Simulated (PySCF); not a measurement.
C₄H₇N₂Si₂ (SMILES N#CC[CH][SiH2][SiH2]C#N) (doublet)

```xyz
15

N     2.4033    0.3261    1.5896
C     2.3027    0.4386    0.4551
C     2.0515    0.5995   -0.9583
C     0.6612    1.1323   -1.0747
Si   -0.8207    0.0515   -0.9909
Si   -1.2507   -0.5574    1.2391
C    -2.7908   -1.6120    1.2110
N    -3.7345   -2.2605    1.1556
H     2.7956    1.2865   -1.3729
H     2.1512   -0.3773   -1.4401
H     0.5709    2.1977   -0.9143
H    -0.5645   -1.1598   -1.7834
H    -1.9546    0.7863   -1.5568
H    -0.2322   -1.4072    1.8552
H    -1.5928    0.5638    2.1177
```

Geometry: GFN2-xTB.

Method: UKS B3LYP, pcH-1 on C H N Si, non-relativistic, mean-field spin-orbit, GIAO (PySCF 2.14.0, density-fitted response routines).

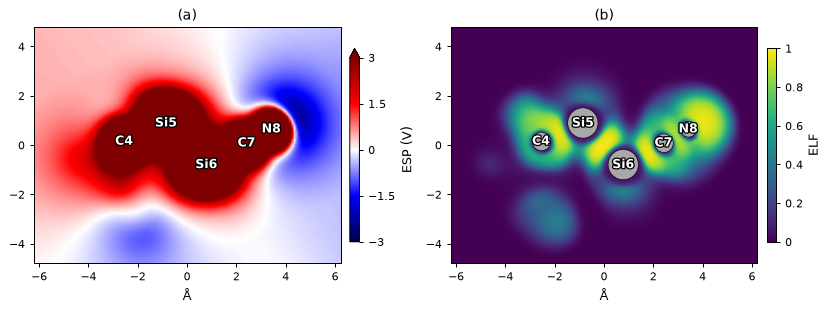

Figure 1. (a) electrostatic potential; (b) electron localisation function on the plane of atoms C4, Si5 and Si6. Grey discs cover the atomic cores in the ELF map.

**Interpret the plot.**

Atoms in the plane: C, Si and N. C–N (1.15 Å): the ELF peaks at about 0.90 between the atoms: a multiple bond. C–Si (1.84 Å): the ELF peaks at about 0.95 between the atoms (a covalent bond). Si–Si (2.35 Å): the ELF peaks at about 1 between the atoms; a covalent bond. The ELF also peaks beside N8, away from the bonds: non-bonding electrons, paired or unpaired. Outside the dense part of the molecule the potential is most negative (−2.3 V) near N8.

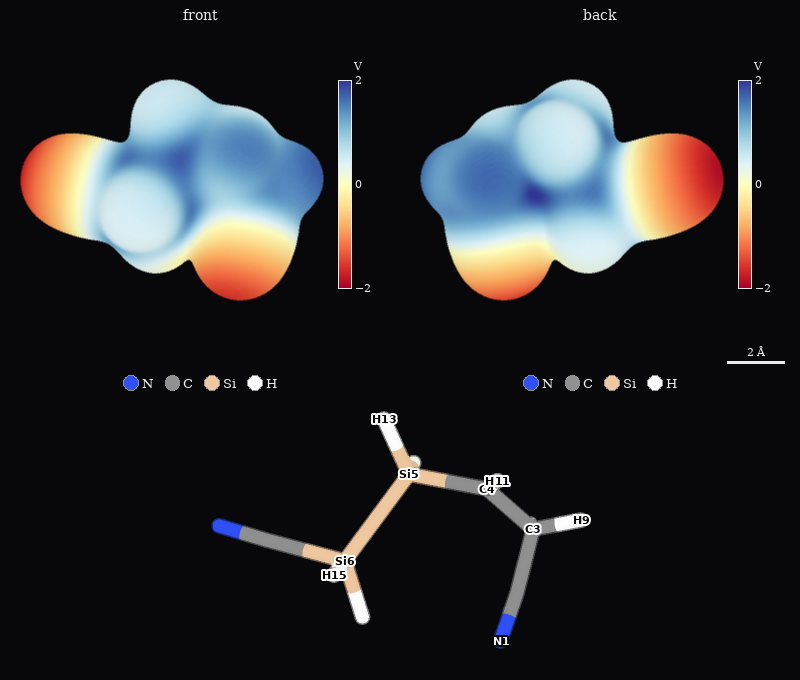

Figure 2. The electrostatic potential painted on the density surface at 0.002 e/bohr³, seen from the front and from behind; red is negative and blue positive. The bare structure is drawn below in the same view.

**Describe the electrostatic potential map.**

The most negative region (about −1.8 V, or −42 kcal/mol for a unit charge) lies over N8, the most positive (about +1.8 V, or +42 kcal/mol for a unit charge) over C2, C3 and Si5. N8 is the likeliest acceptor of a hydrogen bond.
